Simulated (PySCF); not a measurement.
# [PH4]+ (phosphonium): levels of theory compared

We compute a comparison of 6 runs (B2PLYP/STO-6G, B3LYP/STO-6G, UPBE0/STO-6G, r2SCAN/STO-6G, UMP2/STO-6G, CCSD(T)/STO-6G) of [PH4]+ (phosphonium). The job is set up through a Python script.

The calculation is run with PySCF 2.14.0.

15 further runs of the same task are left out: 2 that didn't finish, 13 set aside as unsound or not needed.

### 1 The system as given

[PH4]+: 5 atoms, total charge +1, spin state singlet. SMILES: `[PH4+]`. One bond was lengthened or shortened from a relaxed shape.

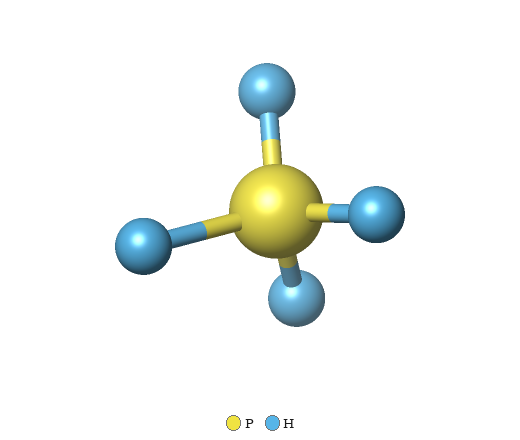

The structure, seen from a chosen angle (phosphorus yellow, hydrogen blue).

### 2 The energy at B2PLYP/STO-6G (run 1)

Input file run.py:

```python
from pyscf import gto, dft, mp

system = gto.Mole()
system.atom = '''
P      0.098914     0.050545     0.507771
H      2.664179    -0.065352     0.905370
H     -1.067614    -1.869512     1.813496
H     -0.494844    -0.252751    -2.538545
H     -0.804810     2.339267     1.342615
'''
system.spin = 0
system.charge = 1
system.basis = 'sto-6g'
system.unit = 'bohr'
system.verbose = 3
system.max_memory = 1860
system.build()

mf = dft.RKS(system)
mf.xc = '0.53*HF + 0.47*B88, 0.73*LYP'
mf.conv_tol = 1e-10
mf.grids.level = 5
mf.kernel()
if not mf.converged:
    mf = mf.newton().run(mf.mo_coeff, mf.mo_occ)

pt = mp.MP2(mf, frozen=5).run()
energy = mf.e_tot + 0.27 * pt.e_corr
print('PT2 part  %.8f' % (0.27 * pt.e_corr))
print('E(%s) = %.9f' % ('B2PLYP', energy))
```

Run with:

```
$ OMP_NUM_THREADS=1 python run.py
```

Output:

```text
converged SCF energy = -342.090524094212
E(RMP2) = -342.157834067043  E_corr = -0.0673099728316537
E(SCS-RMP2) = -342.170253642084  E_corr = -0.0797295478724931
PT2 part  -0.01817369
E(B2PLYP) = -342.108697787
```

Run time: 1.9 s. Hardware: 1 thread of Arm Neoverse V1, shared host; peak memory 0.2 GiB.

### 3 The energy at B3LYP/STO-6G (run 2)

Input file input.py:

```python
from pyscf import gto, dft

system = gto.Mole()
system.atom = '''
P      0.052343     0.026747     0.268701
H      1.409823    -0.034583     0.479101
H     -0.564957    -0.989303     0.959661
H     -0.261860    -0.133750    -1.343340
H     -0.425887     1.237887     0.710481
'''
system.basis = 'sto-6g'
system.verbose = 4
system.max_memory = 1860
system.charge = 1
system.spin = 0
system.build()

mf = dft.RKS(system)
mf.xc = 'b3lyp'
mf.grids.level = 5
mf.conv_tol = 1e-10
mf.kernel()
if not mf.converged:
    mf = mf.newton().run(mf.mo_coeff, mf.mo_occ)

e_tot = mf.e_tot
print('E(%s) = %.9f' % ('B3LYP', e_tot))
```

Run with:

```
$ OMP_NUM_THREADS=1 python input.py
```

Output:

```text
PySCF version 2.14.0

[INPUT] num. atoms = 5
[INPUT] num. electrons = 18
[INPUT] charge = 1
[INPUT] spin (= nelec alpha-beta = 2S) = 0
[INPUT] symmetry False subgroup None
[INPUT] Mole.unit = angstrom
[INPUT] Symbol           X                Y                Z      unit          X                Y                Z       unit  Magmom
[INPUT]  1 P      0.052343000000   0.026747000000   0.268701000000 AA    0.098913934538   0.050544504654   0.507771299397 Bohr   0.0
[INPUT]  2 H      1.409823000000  -0.034583000000   0.479101000000 AA    2.664179354113  -0.065352398566   0.905369676005 Bohr   0.0
[INPUT]  3 H     -0.564957000000  -0.989303000000   0.959661000000 AA   -1.067614002156  -1.869511724211   1.813496462426 Bohr   0.0
[INPUT]  4 H     -0.261860000000  -0.133750000000  -1.343340000000 AA   -0.494843682979  -0.252750869161  -2.538544692173 Bohr   0.0
[INPUT]  5 H     -0.425887000000   1.237887000000   0.710481000000 AA   -0.804809790013   2.339267403159   1.342614506707 Bohr   0.0

nuclear repulsion = 23.4762760781139
number of shells = 9
number of NR pGTOs = 78
number of NR cGTOs = 13
basis = sto-6g
ecp = {}

******** <class 'pyscf.dft.rks.RKS'> ********
method = RKS
initial guess = minao
damping factor = 0
level_shift factor = 0
DIIS = <class 'pyscf.scf.diis.CDIIS'>
diis_start_cycle = 1
diis_space = 8
diis_damp = 0
SCF conv_tol = 1e-10
SCF conv_tol_grad = None
SCF max_cycles = 50
direct_scf = True
direct_scf_tol = 1e-13
XC library pyscf.dft.libxc version 7.0.0
    S. Lehtola, C. Steigemann, M. J.T. Oliveira, and M. A.L. Marques.,  SoftwareX 7, 1–5 (2018)
XC functionals = b3lyp
    P. J. Stephens, F. J. Devlin, C. F. Chabalowski, and M. J. Frisch.,  J. Phys. Chem. 98, 11623 (1994)
radial grids:
    Treutler-Ahlrichs [JCP 102, 346 (1995); DOI:10.1063/1.469408] (M4) radial grids

becke partition: Becke, JCP 88, 2547 (1988); DOI:10.1063/1.454033
pruning grids: <function nwchem_prune>
grids dens level: 5
symmetrized grids: False
atomic radii adjust function: <function treutler_atomic_radii_adjust>
small_rho_cutoff = 0
Set gradient conv threshold to 1e-05
Initial guess from minao.
tot grids = 137752
init E= -342.233157340024
  HOMO = -0.355846343632072  LUMO = 0.0875686240312106  gap/eV = 12.06594
cycle= 1 E= -342.268391676972  delta_E= -0.0352  |g|= 0.206  |ddm|= 2.05
  HOMO = -0.664340208435953  LUMO = -0.180782794676026  gap/eV = 13.15827
cycle= 2 E= -342.274133238486  delta_E= -0.00574  |g|= 0.161  |ddm|= 0.595
  HOMO = -0.645069384353694  LUMO = -0.171115109306441  gap/eV = 12.89695
cycle= 3 E= -342.284925471406  delta_E= -0.0108  |g|= 0.00489  |ddm|= 0.275
  HOMO = -0.643898340314208  LUMO = -0.168981666284524  gap/eV = 12.92314
cycle= 4 E= -342.284940626311  delta_E= -1.52e-05  |g|= 0.000353  |ddm|= 0.0121
  HOMO = -0.64417429415286  LUMO = -0.169231420326233  gap/eV = 12.92385
cycle= 5 E= -342.284940703333  delta_E= -7.7e-08  |g|= 5.72e-06  |ddm|= 0.000817
  HOMO = -0.64417446873551  LUMO = -0.169230411930631  gap/eV = 12.92389
cycle= 6 E= -342.284940703351  delta_E= -1.82e-11  |g|= 3.89e-07  |ddm|= 1.18e-05
  HOMO = -0.644174244447825  LUMO = -0.169230315170215  gap/eV = 12.92388
Extra cycle  E= -342.284940703351  delta_E= -2.84e-13  |g|= 1.87e-07  |ddm|= 1.07e-06
converged SCF energy = -342.284940703351
E(B3LYP) = -342.284940703
```

Wall time 1.8 s (1 thread of Arm Neoverse V1, shared host); peak memory 0.2 GiB.

Runs 3 to 5 aren't shown in full; the table further down has their settings and results.

### 4 A single-point energy at CCSD(T)/STO-6G (run 6)

Input file input.py:

```python
from pyscf import gto, scf, cc

system = gto.M(
    atom=[
    ('P', (0.052343, 0.026747, 0.268701)),
    ('H', (1.409823, -0.034583, 0.479101)),
    ('H', (-0.564957, -0.989303, 0.959661)),
    ('H', (-0.261860, -0.133750, -1.343340)),
    ('H', (-0.425887, 1.237887, 0.710481)),
],
    max_memory=1860,
    basis='sto-6g',
    verbose=4,
    charge=1,
)

myscf = scf.RHF(system)
myscf.conv_tol = 1e-10
myscf.kernel()
if not myscf.converged:
    myscf = myscf.newton().run(myscf.mo_coeff, myscf.mo_occ)

mycc = cc.CCSD(myscf, frozen=5)
mycc.kernel()
e_t = mycc.ccsd_t()
energy = mycc.e_tot + e_t
print('Final energy', energy)
```

Run with:

```
$ OMP_NUM_THREADS=1 python input.py
```

Output:

```text
PySCF version 2.14.0

[INPUT] num. atoms = 5
[INPUT] num. electrons = 18
[INPUT] charge = 1
[INPUT] spin (= nelec alpha-beta = 2S) = 0
[INPUT] symmetry False subgroup None
[INPUT] Mole.unit = angstrom
[INPUT] Symbol           X                Y                Z      unit          X                Y                Z       unit  Magmom
[INPUT]  1 P      0.052343000000   0.026747000000   0.268701000000 AA    0.098913934538   0.050544504654   0.507771299397 Bohr   0.0
[INPUT]  2 H      1.409823000000  -0.034583000000   0.479101000000 AA    2.664179354113  -0.065352398566   0.905369676005 Bohr   0.0
[INPUT]  3 H     -0.564957000000  -0.989303000000   0.959661000000 AA   -1.067614002156  -1.869511724211   1.813496462426 Bohr   0.0
[INPUT]  4 H     -0.261860000000  -0.133750000000  -1.343340000000 AA   -0.494843682979  -0.252750869161  -2.538544692173 Bohr   0.0
[INPUT]  5 H     -0.425887000000   1.237887000000   0.710481000000 AA   -0.804809790013   2.339267403159   1.342614506707 Bohr   0.0

nuclear repulsion = 23.4762760781139
number of shells = 9
number of NR pGTOs = 78
number of NR cGTOs = 13
basis = sto-6g
ecp = {}

******** <class 'pyscf.scf.hf.RHF'> ********
method = RHF
initial guess = minao
damping factor = 0
level_shift factor = 0
DIIS = <class 'pyscf.scf.diis.CDIIS'>
diis_start_cycle = 1
diis_space = 8
diis_damp = 0
SCF conv_tol = 1e-10
SCF conv_tol_grad = None
SCF max_cycles = 50
direct_scf = True
direct_scf_tol = 1e-13
Set gradient conv threshold to 1e-05
[... 1 set-up line as earlier in the session ...]
init E= -341.41340588846
  HOMO = -0.413557352121419  LUMO = 0.225923946446976  gap/eV = 17.40117
cycle= 1 E= -341.621078515177  delta_E= -0.208  |g|= 0.141  |ddm|= 2.03
  HOMO = -0.768910931003445  LUMO = 0.0260305106814145  gap/eV = 21.63146
cycle= 2 E= -341.630288874348  delta_E= -0.00921  |g|= 0.0228  |ddm|= 0.273
  HOMO = -0.757202646903396  LUMO = 0.0344020148135042  gap/eV = 21.54066
cycle= 3 E= -341.630427657854  delta_E= -0.000139  |g|= 0.00279  |ddm|= 0.0302
  HOMO = -0.757637767711762  LUMO = 0.0343064779869092  gap/eV = 21.54990
cycle= 4 E= -341.630431708462  delta_E= -4.05e-06  |g|= 0.000353  |ddm|= 0.00583
  HOMO = -0.757673729458278  LUMO = 0.0343130713992869  gap/eV = 21.55106
cycle= 5 E= -341.630431774675  delta_E= -6.62e-08  |g|= 6.03e-06  |ddm|= 0.000841
  HOMO = -0.757671166061924  LUMO = 0.0343205938516353  gap/eV = 21.55119
cycle= 6 E= -341.630431774697  delta_E= -2.26e-11  |g|= 6.58e-07  |ddm|= 1.53e-05
  HOMO = -0.757670782110282  LUMO = 0.034320864407231  gap/eV = 21.55119
Extra cycle  E= -341.630431774698  delta_E= -2.27e-13  |g|= 1.55e-07  |ddm|= 1.53e-06
converged SCF energy = -341.630431774698

******** <class 'pyscf.cc.ccsd.CCSD'> ********
CC2 = 0
CCSD nocc = 4, nmo = 8
frozen orbitals 5
max_cycle = 50
direct = 0
conv_tol = 1e-07
conv_tol_normt = 1e-05
diis_space = 6
diis_start_cycle = 0
diis_start_energy_diff = 1e+09
Init t2, MP2 energy = -341.683501781887  E_corr(MP2) -0.0530700071894452
Init E_corr(CCSD) = -0.0530700071894574
cycle = 1  E_corr(CCSD) = -0.0705563202946376  dE = -0.0174863131  norm(t1,t2) = 0.0516237
cycle = 2  E_corr(CCSD) = -0.0768967759478761  dE = -0.00634045565  norm(t1,t2) = 0.0201362
cycle = 3  E_corr(CCSD) = -0.0809046364534405  dE = -0.00400786051  norm(t1,t2) = 0.00817096
cycle = 4  E_corr(CCSD) = -0.0809336726992322  dE = -2.90362458e-05  norm(t1,t2) = 0.000889786
cycle = 5  E_corr(CCSD) = -0.0809577119811918  dE = -2.4039282e-05  norm(t1,t2) = 0.000162774
cycle = 6  E_corr(CCSD) = -0.0809572716315567  dE = 4.40349635e-07  norm(t1,t2) = 2.70158e-05
cycle = 7  E_corr(CCSD) = -0.0809588716461336  dE = -1.60001458e-06  norm(t1,t2) = 4.36424e-06
cycle = 8  E_corr(CCSD) = -0.0809588109014525  dE = 6.07446811e-08  norm(t1,t2) = 8.95143e-07
CCSD converged
E(CCSD) = -341.711390585599  E_corr = -0.08095881090145252
CCSD(T) correction = -0.000397417216578113
Final energy -341.7117880028155
```

It took 0.66 s on 1 thread of Arm Neoverse V1, shared host; peak memory 0.13 GiB.

### 5 Overview of the runs

| run | level | frozen core orbitals | follow instability | energy (Eh) | HOMO energy (eV) | LUMO energy (eV) | HOMO–LUMO gap (eV) | wall time |
| --- | --- | --- | --- | --- | --- | --- | --- | --- |
| 1 | B2PLYP/STO-6G | 5 | – | -342.108698 | -18.82 | -2.35 | 16.47 | 1.9 s |
| 2 | B3LYP/STO-6G | – | – | -342.284941 | -17.53 | -4.60 | 12.92 | 1.8 s |
| 3 | UPBE0/STO-6G | – | yes | -342.144633 | -17.71 | -4.12 | 13.58 | 6.6 s |
| 4 | r2SCAN/STO-6G | – | – | -342.259005 | -16.77 | -5.21 | 11.56 | 2.4 s |
| 5 | UMP2/STO-6G | 5 | yes | -341.683502 | -20.62 | 0.93 | 21.55 | 0.72 s |
| 6 | CCSD(T)/STO-6G | 5 | – | -341.711788 | -20.62 | 0.93 | 21.55 | 0.66 s |

### 6 Results

```
                                          quantity          value
                               run 6: total energy  -341.71179 Eh
        run 6: HOMO energy (Hartree–Fock orbitals)      -20.62 eV
        run 6: LUMO energy (Hartree–Fock orbitals)        0.93 eV
      run 6: HOMO–LUMO gap (Hartree–Fock orbitals)       21.55 eV
run 6: correlation energy (5 core orbitals frozen)      -81.4 mEh
                             run 6: (T) correction      -0.40 mEh
                              run 6: T1 diagnostic          0.004
```

Over runs 1, 2, 3, 4 the HOMO–LUMO gap runs from 11.56 eV (r2SCAN/STO-6G) to 16.47 eV (B2PLYP/STO-6G). A double hybrid's value is that of its SCF part. Totals of different functionals can't be ranked against each other. In runs 1, 2, 3, 4, 5, 6 the basis is minimal, so the values are rough. All runs together took 14 s, the longest 6.6 s.
